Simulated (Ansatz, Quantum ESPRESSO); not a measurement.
# Predicting the next point of a tunnelling series: vacuum gaps between two Cu(111) faces

**Set-up.** Quantum ESPRESSO 7.5 (pw.x, pwcond.x), PBE, GBRV ultrasoft; geometry as built. T is the transmission per spin at the Fermi level, averaged over the mesh across the current, in a cell of 5.74 Å². The series steps the width of the vacuum gap.

```tsv
width (Å)	T
4	0.179
5	0.036
6	0.00537
```

One more run was made and is withheld. What is T at 7 Å?

**Fit.** In the tunnelling regime ln T falls linearly. The last two rows give a slope of ln(0.036/0.00537)/(6 − 5) = 1.903 per Å, so T(7) ≈ 0.00537 × exp(−1.903 × 1) = 0.000801.

**Check.** T = 0.000704; the estimate is 1.14 times that. The slope over the last interval is 2.032: the same within 8 %. Points of the mesh with over 2.5 times the mean carry 80 % of this T, so the value leans on the mesh. A second code, Ansatz 0.2.0, gives 0.000662.

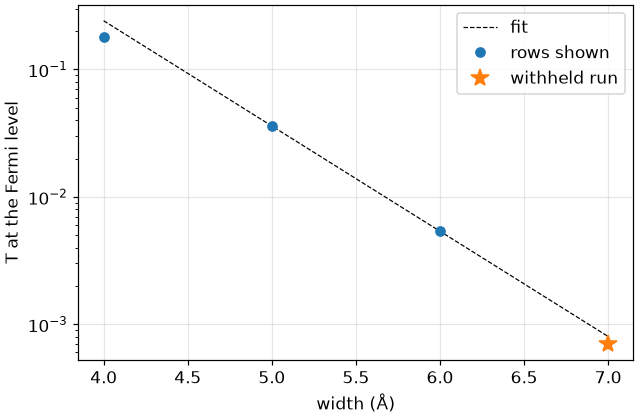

The rows shown, the fit and the withheld run.

**Limits.** Short leads, unrelaxed atoms, a barrier without the image potential and an untested mesh.

[Logs are printed without paths, hosts, clocks, repeated set-up lines and the standing remarks that a program may print on its own settings, such as how far it seeks lower states.]
